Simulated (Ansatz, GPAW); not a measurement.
## Work function of a 9-layer slab of Mo(100) at several levels

Wanted: work functions and dipole of a 9-layer slab of Mo(100), with the cost of each level.

Calculated with GPAW 26.7.0 and Ansatz 0.2.0; Ansatz plane waves; slab in vacuum with a dipole correction, relaxation, in the first sound run; inputs show where later runs differ.

## (1) The starting structure

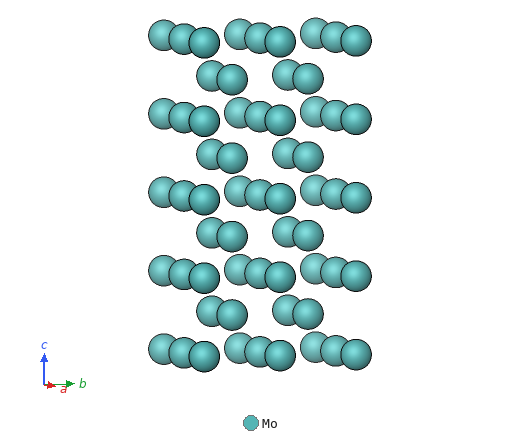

The cell as given, from the side, with the c axis up (molybdenum teal). 2×2×1 cells are drawn. Some periodic images of atoms are drawn too.

The cell holds 9 atoms: 9 Mo. Its edges and angles: a = 3.150 Å, b = 3.150 Å, c = 28.600 Å, α = 90.0°, β = 90.0°, γ = 90.0°. Vacuum lies along c.

## (2) Relaxing the atoms

Forces are removed first; all later runs use this geometry. The lowest 4 atoms are held at bulk positions and keep their forces.

input.yaml

```yaml
crystal:
  lattice:
    - [3.15, 0.0, 0.0]
    - [0.0, 3.15, 0.0]
    - [0.0, 0.0, 28.6]
  atoms:
    - { symbol: Mo, position: [0.0, 0.0, 0.2797202797] }
    - { symbol: Mo, position: [0.5, 0.5, 0.3347902098] }
    - { symbol: Mo, position: [0.0, 0.0, 0.3898601399] }
    - { symbol: Mo, position: [0.5, 0.5, 0.4449300699] }
    - { symbol: Mo, position: [0.0, 0.0, 0.5] }
    - { symbol: Mo, position: [0.5, 0.5, 0.5550699301] }
    - { symbol: Mo, position: [0.0, 0.0, 0.6101398601] }
    - { symbol: Mo, position: [0.5, 0.5, 0.6652097902] }
    - { symbol: Mo, position: [0.0, 0.0, 0.7202797203] }
kpoints:
  mp_grid: { grid: [10, 10, 1] }
hamiltonian:
  xc: pbe
scf:
  occupations: { method: fermi_dirac, width: 0.1 }
efield:
  axis: 3
  dipole_correction: true
  ramp_width: 0.05
relax:
  f_tol: 0.02
  max_steps: 60
  constraints: [{ sites: [0, 1, 2, 3] }]
output:
  write_potential: true
  write_density: true
  volumetric_format: npy
```

Run with:

```
> ansatz run input.yaml --threads 4 --pin off --max-ram 8192MiB --backend cpu --events-out ev --progress --plain --runs-dir out
```

Numbers of over 12 decimals in the logs are rounded to 6 here.

Log:

```text
Engine: ansatz 0.2.0, x86_64-unknown-linux-gnu
Pseudopotentials: kind: paw
Pseudopotential: Mo, paw, valence charge 14, recommended cutoff 420 eV (normal), Mo.paw.azcp
Functional definition: PBE
  parameter kappa = 0.804
  parameter beta = 0.066725
  exchange = pbe_x(kappa = kappa, mu = beta*pi^2/3)
  correlation = pbe_c(beta = beta)
Crystal: 9 atoms, lattice volume = 283.784 Å³
Basis set: ecut = 420 eV, 5591 PW (Γ), exchange–correlation on 48×48×384 points (8 copies of the dense FFT grid, shifted against one another)
Bands: 76, of which v1, the nominal top of the filled ones, is band 63 counted from 1 (62 counted from 0)
Symmetry: 8 space group operations
k-points: 21 of 100
Non-local potential: Mo, projectors of the file, l = 0: 3, l = 1: 2, l = 2: 2, l = 3: 1
PAW form: soft (Blöchl's): semilocal exchange-correlation on the pseudo side does not see the compensation charge
PAW one-centre angular grid: Mo, 590 points (default); XC on 64 Gauss nodes
Initial density: superposition of atomic densities (neutral atoms: chi_scale 0, normalization atom), corrected by the library's trained network
Initial wavefunctions: pseudopotential atomic-orbital guess
Functional: x = pbe(κ = 0.804, μ = 0.219515), c = pbe(β = 0.066725)
SCF iter   1: F=—  HF=-44600.061989 eV  |F-HF|=—  |Δ(HF+E_count)|=         —  Δρ=8.22e-3  dr2=1.67e0  ethr=1.77e-3  p=0.000 e·Å  D=3.18e-13 V/Å  ΔV_dip=-0.00 eV  dr2_dipole=3.15e-7  V_vac-E_F(+/−)=4.00/4.00 eV  ⟨swp⟩=8.2  Hψ=7344  notcnv=0
efield: sawtooth ramp at fractional position 0.9750 (placed from the atoms, in the widest stretch of the axis that holds none; the zero of the levels goes with the place), width 0.0500; the density the first Hamiltonian is built on has a dipole p = 0.000 e·Å; the dipole correction subtracts the counter field D = 3.18e-13 V/Å, which shifts the + side's vacuum level by -0.00 eV against the − side's; the planar-averaged density in the ramp window peaks in size at 1.3e-5 e/Å³
preconditioner: auto → LDOS  [metal: Δε(μ)=0.028 eV  Ē_g=3.846 eV  σ=0.100 eV  W_gap=0.07  n_scr=64 (ndim 8)  ℏωp=16.2 eV  f_vac=0.442  D(μ)=8.56/eV (n_scr^D=64)  β→1.0]
SCF iter   2: F=—  HF=-44600.023375 eV  |F-HF|=—  |Δ(HF+E_count)|=   3.86e-2  Δρ=3.99e-3  dr2=8.48e-2  ethr=1.33e-3  p=0.000 e·Å  D=9.83e-7 V/Å  ΔV_dip=-0.00 eV  dr2_dipole=3.96e-7  V_vac-E_F(+/−)=3.94/3.94 eV  ⟨swp⟩=2.0  Hψ=1992  notcnv=0
SCF iter   3: F=—  HF=-44600.020933 eV  |F-HF|=—  |Δ(HF+E_count)|=   2.44e-3  Δρ=2.50e-3  dr2=3.61e-2  ethr=6.73e-5  p=0.000 e·Å  D=1.95e-6 V/Å  ΔV_dip=-0.00 eV  dr2_dipole=8.67e-9  V_vac-E_F(+/−)=3.94/3.94 eV  ⟨swp⟩=2.2  Hψ=2252  notcnv=0
SCF iter   4: F=—  HF=-44600.017636 eV  |F-HF|=—  |Δ(HF+E_count)|=   3.30e-3  Δρ=3.52e-4  dr2=1.07e-3  ethr=2.87e-5  p=0.000 e·Å  D=1.06e-6 V/Å  ΔV_dip=-0.00 eV  dr2_dipole=5.66e-9  V_vac-E_F(+/−)=3.94/3.94 eV  ⟨swp⟩=2.1  Hψ=1998  notcnv=0
SCF iter   5: F=—  HF=-44600.018178 eV  |F-HF|=—  |Δ(HF+E_count)|=   5.42e-4  Δρ=1.29e-4  dr2=7.37e-5  ethr=8.49e-7  p=0.000 e·Å  D=3.77e-7 V/Å  ΔV_dip=-0.00 eV  dr2_dipole=6.15e-11  V_vac-E_F(+/−)=3.94/3.94 eV  ⟨swp⟩=2.6  Hψ=2277  notcnv=0
SCF iter   6: F=—  HF=-44600.018215 eV  |F-HF|=—  |Δ(HF+E_count)|=   3.68e-5  Δρ=5.95e-5  dr2=2.02e-5  ethr=7.94e-9  p=0.000 e·Å  D=5.42e-8 V/Å  ΔV_dip=-0.00 eV  dr2_dipole=3.86e-11  V_vac-E_F(+/−)=3.94/3.94 eV  ⟨swp⟩=13.7  Hψ=16886  notcnv=0
SCF iter   7: F=-44600.018219 eV  HF=-44600.018220 eV  |F-HF|=4.87e-7  |Δ(HF+E_count)|=   4.76e-6  Δρ=1.48e-5  dr2=1.53e-6  ethr=7.94e-9  p=-0.000 e·Å  D=-1.98e-8 V/Å  ΔV_dip=0.00 eV  dr2_dipole=2.10e-11  V_vac-E_F(+/−)=3.94/3.94 eV  ⟨swp⟩=12.7  Hψ=14466  notcnv=0
SCF 1 converged in 7 iterations: F = -44600.018219 eV  dr2 = 1.53e-6
  Residual-converged pass: ⟨swp⟩=1.0  Hψ=1680  notcnv=0  max |occ|·‖R‖ = 7.1e-9 eV (tolerance 1.0e-8 eV)  dr2=1.53e-6  dr2_onsite=1.95e-8  max |Δocc| = 1.3e-10
  greatest PAW one-centre occupation: 0.998 electrons in one spin orbital (limit 2), on the Mo atom at site 8 (counted from 0), in its partial waves of l = 0
relax step   1: F+E_penalty+E_count = -44600.01821903 eV  Δ(F+E_penalty+E_count) = +0.000e0 eV  max|allowed force component| = 1.350e0 eV/Å  Δτ_max = 0.0000 Å  (7 SCF iters, dr2 threshold 1.00e-5 eV, accepted)
Initial density: handed on by an earlier stage of this run
Initial wavefunctions: those handed on with the density
iter 1 solved again at ethr=3.04e-3 eV; its pass at ethr=3.10e-3 eV (dr2=3.83e0 eV) is discarded
SCF iter   1: F=—  HF=-44600.107520 eV  |F-HF|=—  |Δ(HF+E_count)|=         —  Δρ=1.27e-2  dr2=4.99e0  ethr=3.04e-3  p=0.000 e·Å  D=1.05e-7 V/Å  ΔV_dip=-0.00 eV  dr2_dipole=3.07e0  V_vac-E_F(+/−)=3.99/3.99 eV  ⟨swp⟩=1.0  Hψ=5590  notcnv=0
efield: sawtooth ramp at fractional position 0.9750 (handed on by an earlier solve), width 0.0500; the density the first Hamiltonian is built on has a dipole p = 0.000 e·Å; the dipole correction subtracts the counter field D = 1.05e-7 V/Å, which shifts the + side's vacuum level by -0.00 eV against the − side's; the planar-averaged density in the ramp window peaks in size at 1.4e-6 e/Å³
preconditioner: auto → LDOS  [metal: Δε(μ)=0.019 eV  Ē_g=3.941 eV  σ=0.100 eV  W_gap=0.05  n_scr=64 (ndim 8)  ℏωp=16.2 eV  f_vac=0.447  D(μ)=8.01/eV (n_scr^D=56)  β→1.0]
SCF iter   2: F=—  HF=-44600.050343 eV  |F-HF|=—  |Δ(HF+E_count)|=   5.72e-2  Δρ=5.97e-3  dr2=2.38e-1  ethr=3.04e-3  p=-0.001 e·Å  D=-7.16e-4 V/Å  ΔV_dip=0.02 eV  dr2_dipole=2.53e-4  V_vac-E_F(+/−)=3.95/3.93 eV  ⟨swp⟩=2.5  Hψ=2808  notcnv=0
SCF iter   3: F=—  HF=-44600.035302 eV  |F-HF|=—  |Δ(HF+E_count)|=   1.50e-2  Δρ=4.24e-3  dr2=1.30e-1  ethr=1.89e-4  p=-0.002 e·Å  D=-1.33e-3 V/Å  ΔV_dip=0.04 eV  dr2_dipole=7.71e-4  V_vac-E_F(+/−)=3.97/3.94 eV  ⟨swp⟩=2.6  Hψ=3464  notcnv=0
SCF iter   4: F=—  HF=-44600.021798 eV  |F-HF|=—  |Δ(HF+E_count)|=   1.35e-2  Δρ=7.17e-4  dr2=3.93e-3  ethr=1.03e-4  p=-0.002 e·Å  D=-9.64e-4 V/Å  ΔV_dip=0.03 eV  dr2_dipole=2.17e-4  V_vac-E_F(+/−)=3.96/3.94 eV  ⟨swp⟩=2.0  Hψ=2119  notcnv=0
SCF iter   5: F=—  HF=-44600.021758 eV  |F-HF|=—  |Δ(HF+E_count)|=   4.04e-5  Δρ=2.18e-4  dr2=3.65e-4  ethr=3.12e-6  p=-0.001 e·Å  D=-5.55e-4 V/Å  ΔV_dip=0.02 eV  dr2_dipole=3.17e-9  V_vac-E_F(+/−)=3.95/3.94 eV  ⟨swp⟩=2.0  Hψ=2255  notcnv=0
SCF iter   6: F=-44600.021745 eV  HF=-44600.021765 eV  |F-HF|=2.04e-5  |Δ(HF+E_count)|=   7.62e-6  Δρ=6.81e-5  dr2=2.89e-5  ethr=7.94e-8  p=-0.000 e·Å  D=-3.12e-4 V/Å  ΔV_dip=0.01 eV  dr2_dipole=1.09e-6  V_vac-E_F(+/−)=3.94/3.93 eV  ⟨swp⟩=12.6  Hψ=16384  notcnv=0
SCF 2 converged in 6 iterations: F = -44600.021745 eV  dr2 = 2.89e-5
[...]
SCF iter   3: F=—  HF=-44600.159760 eV  |F-HF|=—  |Δ(HF+E_count)|=   1.44e-3  Δρ=3.78e-3  dr2=9.50e-2  ethr=8.12e-5  p=0.004 e·Å  D=2.40e-3 V/Å  ΔV_dip=-0.07 eV  dr2_dipole=1.94e-4  V_vac-E_F(+/−)=3.87/3.94 eV  ⟨swp⟩=2.8  Hψ=3073  notcnv=0
SCF iter   4: F=—  HF=-44600.149856 eV  |F-HF|=—  |Δ(HF+E_count)|=   9.90e-3  Δρ=4.38e-4  dr2=1.55e-3  ethr=7.54e-5  p=0.004 e·Å  D=2.39e-3 V/Å  ΔV_dip=-0.07 eV  dr2_dipole=4.11e-5  V_vac-E_F(+/−)=3.87/3.94 eV  ⟨swp⟩=2.1  Hψ=2270  notcnv=0
SCF iter   5: F=—  HF=-44600.149625 eV  |F-HF|=—  |Δ(HF+E_count)|=   2.31e-4  Δρ=1.00e-4  dr2=6.33e-5  ethr=1.23e-6  p=0.004 e·Å  D=2.30e-3 V/Å  ΔV_dip=-0.07 eV  dr2_dipole=1.51e-6  V_vac-E_F(+/−)=3.87/3.94 eV  ⟨swp⟩=3.0  Hψ=2583  notcnv=0
SCF iter   6: F=-44600.149637 eV  HF=-44600.149637 eV  |F-HF|=4.07e-7  |Δ(HF+E_count)|=   1.22e-5  Δρ=2.94e-5  dr2=4.42e-6  ethr=5.02e-8  p=0.003 e·Å  D=2.19e-3 V/Å  ΔV_dip=-0.06 eV  dr2_dipole=1.91e-7  V_vac-E_F(+/−)=3.88/3.94 eV  ⟨swp⟩=13.6  Hψ=16795  notcnv=0
SCF 3 converged in 6 iterations: F = -44600.149637 eV  dr2 = 4.42e-6
relax step   3: F+E_penalty+E_count = -44600.14963709 eV  Δ(F+E_penalty+E_count) = -1.279e-1 eV  max|allowed force component| = 1.483e-1 eV/Å  Δτ_max = 0.0798 Å  (6 SCF iters, dr2 threshold 1.00e-4 eV, accepted)
[...]
relax step   4: F+E_penalty+E_count = -44600.15169503 eV  Δ(F+E_penalty+E_count) = -2.058e-3 eV  max|allowed force component| = 5.409e-2 eV/Å  Δτ_max = 0.0526 Å  (8 SCF iters, dr2 threshold 1.37e-6 eV, accepted)
[...]
relax step   5: F+E_penalty+E_count = -44600.15235507 eV  Δ(F+E_penalty+E_count) = -6.600e-4 eV  max|allowed force component| = 2.999e-2 eV/Å  Δτ_max = 0.0292 Å  (8 SCF iters, accepted)
SCF iter   1: F=—  HF=-44600.152312 eV  |F-HF|=—  |Δ(HF+E_count)|=         —  Δρ=7.93e-4  dr2=1.32e-2  ethr=1.06e-4  p=0.004 e·Å  D=2.33e-3 V/Å  ΔV_dip=-0.07 eV  dr2_dipole=4.94e-3  V_vac-E_F(+/−)=3.88/3.94 eV  ⟨swp⟩=1.7  Hψ=2101  notcnv=0
efield: sawtooth ramp at fractional position 0.9750 (handed on by an earlier solve), width 0.0500; the density the first Hamiltonian is built on has a dipole p = 0.004 e·Å; the dipole correction subtracts the counter field D = 2.33e-3 V/Å, which shifts the + side's vacuum level by -0.07 eV against the − side's; the planar-averaged density in the ramp window peaks in size at 1.2e-6 e/Å³
preconditioner: auto → LDOS  [metal: Δε(μ)=0.016 eV  Ē_g=3.895 eV  σ=0.100 eV  W_gap=0.04  n_scr=64 (ndim 8)  ℏωp=16.2 eV  f_vac=0.445  D(μ)=8.96/eV (n_scr^D=64)  β→1.0]
SCF iter   2: F=—  HF=-44600.152121 eV  |F-HF|=—  |Δ(HF+E_count)|=   1.92e-4  Δρ=3.09e-4  dr2=1.02e-3  ethr=1.05e-5  p=0.003 e·Å  D=2.17e-3 V/Å  ΔV_dip=-0.06 eV  dr2_dipole=2.62e-4  V_vac-E_F(+/−)=3.88/3.94 eV  ⟨swp⟩=1.1  Hψ=1851  notcnv=0
SCF iter   3: F=—  HF=-44600.152117 eV  |F-HF|=—  |Δ(HF+E_count)|=   3.26e-6  Δρ=3.35e-4  dr2=7.82e-4  ethr=8.08e-7  p=0.003 e·Å  D=2.21e-3 V/Å  ΔV_dip=-0.06 eV  dr2_dipole=1.63e-6  V_vac-E_F(+/−)=3.88/3.94 eV  ⟨swp⟩=2.3  Hψ=2694  notcnv=0
SCF iter   4: F=—  HF=-44600.152042 eV  |F-HF|=—  |Δ(HF+E_count)|=   7.52e-5  Δρ=5.80e-5  dr2=2.25e-5  ethr=6.21e-7  p=0.003 e·Å  D=2.21e-3 V/Å  ΔV_dip=-0.06 eV  dr2_dipole=1.04e-7  V_vac-E_F(+/−)=3.88/3.94 eV  ⟨swp⟩=2.0  Hψ=2052  notcnv=0
SCF iter   5: F=—  HF=-44600.152507 eV  |F-HF|=—  |Δ(HF+E_count)|=   4.65e-4  Δρ=9.98e-6  dr2=4.53e-7  ethr=1.78e-8  p=0.003 e·Å  D=2.23e-3 V/Å  ΔV_dip=-0.06 eV  dr2_dipole=1.73e-9  V_vac-E_F(+/−)=3.88/3.94 eV  ⟨swp⟩=2.8  Hψ=2413  notcnv=0
SCF iter   6: F=-44600.152508 eV  HF=-44600.152508 eV  |F-HF|=5.26e-8  |Δ(HF+E_count)|=   2.06e-7  Δρ=3.73e-6  dr2=8.01e-8  ethr=7.94e-11  p=0.004 e·Å  D=2.25e-3 V/Å  ΔV_dip=-0.06 eV  dr2_dipole=1.21e-9  V_vac-E_F(+/−)=3.88/3.94 eV  ⟨swp⟩=11.4  Hψ=12999  notcnv=0
SCF 6 converged in 6 iterations: F = -44600.152508 eV  dr2 = 8.01e-8
relax step   6: F+E_penalty+E_count = -44600.15250763 eV  Δ(F+E_penalty+E_count) = -1.526e-4 eV  max|allowed force component| = 2.756e-3 eV/Å  Δτ_max = 0.0075 Å  (6 SCF iters, accepted)
NSCF: frozen V_eff on 21 k-points
the band table was solved once a step of the walk had ended and its energy, with any forces and stress, was formed, with the checks that follow a solve (7006 applications of the Hamiltonian). They found nothing against the state; the energy, forces and stress were not computed again (output.eigenvalues in the input reference)
WARN: The output density's exchange-correlation potential varies sharply where the density is thin. Do not read a vacuum level from v_tot or v_xc, or from such a field of the output density. On a cell that repeats whose density bears no net charge and no dipole along the vacuum's axis use v_es (v_loc + v_h of the components); under efield.dipole_correction with no amplitude use v_es + v_field, which holds any externa [...]
SCF converged after 6 iterations
Free energy (F): -44600.152508 eV
Harris-Foulkes:  -44600.152508 eV  (|F-HF|=5.26e-8)
Internal energy: -44599.861731 eV  (E = F + TS)
E sigma→0 (E₀):  -44600.007119 eV
Entropy (-TS):   -0.290777 eV (-32.309 meV/atom)
Fermi energy:    8.521332 eV
Dipole field:    D = 0.002293 V/Å  (p = 0.003596 e·Å, saw-weighted, corrected)
Work function:   Φ+ = 3.8762 eV   Φ− = 3.9418 eV
Levels:          The Fermi level and band energies are counted from a zero that moves with the ramp; work functions are not
--- Per-component energies (eV) ---
  E_band       = -2054.801221
  E_kinetic    = 3962.043988
  E_local      = -184094.307351  (includes V_loc(G=0)·N_el)
  E_nonlocal   = 1288.821205
  E_hartree    = 90069.770162
  E_xc         = -1646.346385
  E_vxc        = -2054.165432  (∫ρ·V_xc dr)
  E_paw        = -28812.171276  (= ΣΔE_a)
  E_vpaw       = -1296.692963  (= ΣTr[D̂ρ^β])
  E_aug_tail   = 0.000378  (compensation charges beyond the density's cutoff)
  E_efield     = 0.000004  (sawtooth field / dipole correction)
  E_vefield    = 0.000446  (∫n·V_field dr)
  E_ewald      = 74632.327544
  E_smearing   = -0.290777  (= −TS)
  E_closure    = 0.000000  (closes the sum)
  Σ components = -44600.152508   (vs F -44600.152508, Δ=0.00e0)
--- Forces (eV/Å), atoms counted from 1 ---
  atom   1  Mo     0.00000000     0.00000000     1.32692706
  atom   2  Mo    -0.00000000     0.00000000    -1.29240380
  atom   3  Mo     0.00000000     0.00000000    -0.23525353
  atom   4  Mo     0.00000000     0.00000000     0.20035444
  atom   5  Mo    -0.00000000     0.00000000    -0.00275614
  atom   6  Mo     0.00000000     0.00000000     0.00265737
  atom   7  Mo    -0.00000000     0.00000000     0.00159053
  atom   8  Mo    -0.00000000     0.00000000    -0.00104522
  atom   9  Mo     0.00000000     0.00000000    -0.00005085
  max |Σ_I F_I| component: 1.98e-5 eV/Å
--- Band table (eV; the first three rows and the last of 21) ---
  k-point 0: bands = [... 59 lower, 7.8269, 7.8269, 8.0731, 8.2941, 8.2941, 8.4466, 8.4747, 8.5006, ... 9 higher]
  k-point 1: bands = [... 59 lower, 7.8861, 8.0262, 8.1297, 8.2136, 8.3000, 8.4305, 8.7426, 8.8223, ... 9 higher]
  k-point 2: bands = [... 59 lower, 7.7537, 7.8606, 8.0791, 8.1334, 8.8138, 8.9330, 8.9380, 9.0640, ... 9 higher]
  k-point 20: bands = [... 59 lower, 9.1070, 9.1070, 10.0018, 10.0666, 10.3675, 10.3750, 10.5618, 10.6451, ... 9 higher]
--- Relaxed structure (6 steps of the walk, 6 accepted, 0 SCFs on fresh bases) ---
  F+E_penalty+E_count = -44600.15250763 eV   max|allowed force component| = 2.756e-3 eV/Å
  atoms:
    - { symbol: Mo, position: [0.0, 0.0, 0.2797202797] }
    - { symbol: Mo, position: [0.500000, 0.500000, 0.3347902098] }
    - { symbol: Mo, position: [0.0, 0.0, 0.389860] }
    - { symbol: Mo, position: [0.500000, 0.500000, 0.4449300699] }
    - { symbol: Mo, position: [0, 0.0, 0.500094] }
    - { symbol: Mo, position: [0.500000, 0.500000, 0.555707] }
    - { symbol: Mo, position: [0, 0.0, 0.610561] }
    - { symbol: Mo, position: [0.500000, 0.500000, 0.667613] }
    - { symbol: Mo, position: [0, 0.0, 0.716248] }
```

The job ended after 47 s (4 threads of INTEL XEON PLATINUM 8581C at 2.10GHz (Emerald Rapids), shared host; peak memory 0.96 GiB; 2.9 min of CPU time).

Relaxation path:

```
step  energy less that of the first step (eV)  largest force component (eV/Å)
   1                                   0.0000                          1.3503
   2                                  -0.0035                          1.6964
   3                                  -0.1314                          0.1483
   4                                  -0.1335                          0.0541
   5                                  -0.1341                          0.0300
   6                                  -0.1343                          0.0028
```

The run keeps the 8 symmetry operations that it works with, so distortions that break them were not tested.

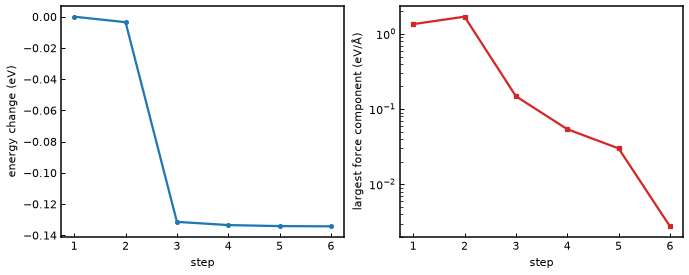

Energy and largest force along the relaxation.

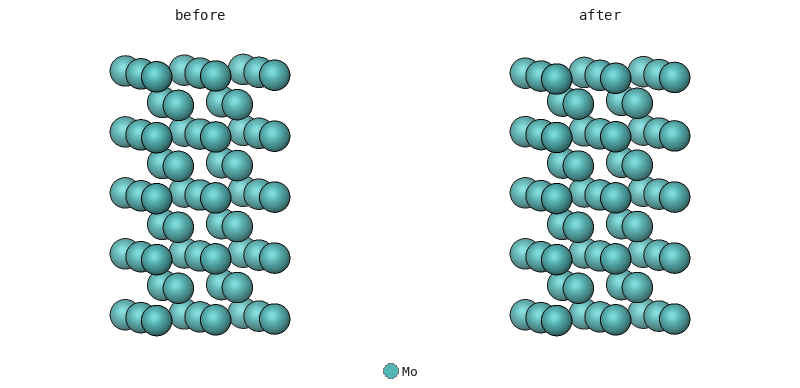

Before and after, at one scale.

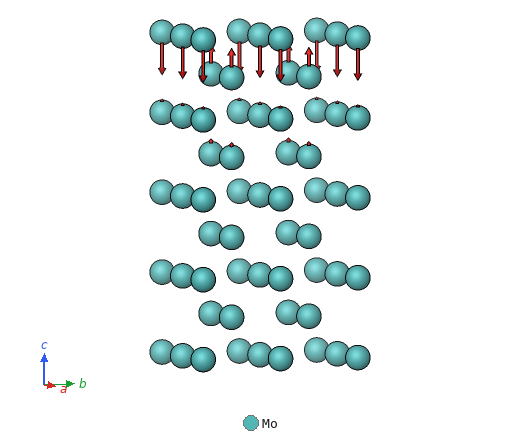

Displacements in the relaxation, exaggerated; the longest in the cell stands for 0.12 Å. 2×2×1 cells are drawn. Some periodic images of atoms are drawn too.

The atoms that moved most (Å):

```
atom     dx     dy      dz  length
 Mo9  0.000  0.000  -0.115   0.115
 Mo8  0.000  0.000   0.069   0.069
 Mo6  0.000  0.000   0.018   0.018
 Mo7  0.000  0.000   0.012   0.012
```

This step gave:

| Property | Result |
| --- | --- |
| free energy | -44600.1525 eV |
| smearing term TS | 0.2908 eV |
| symmetry operations | 8 |
| upper work function | 3.876 eV |
| lower work function | 3.942 eV |
| dipole along the normal | 0.003596 e·Å |
| dipole field | 0.002293 V/Å |
| vacuum level above | 12.40 eV |
| vacuum level below | 12.46 eV |

[end of part 1 of 4]

[Logs are printed without paths, hosts, clocks, repeated set-up lines and the standing remarks that a program may print on its own settings, such as how far it seeks lower states.]

[Hosts, paths, dates, database ids (printed as entryN), source tags and the programs' standing remarks are cut or masked in the printed files.]
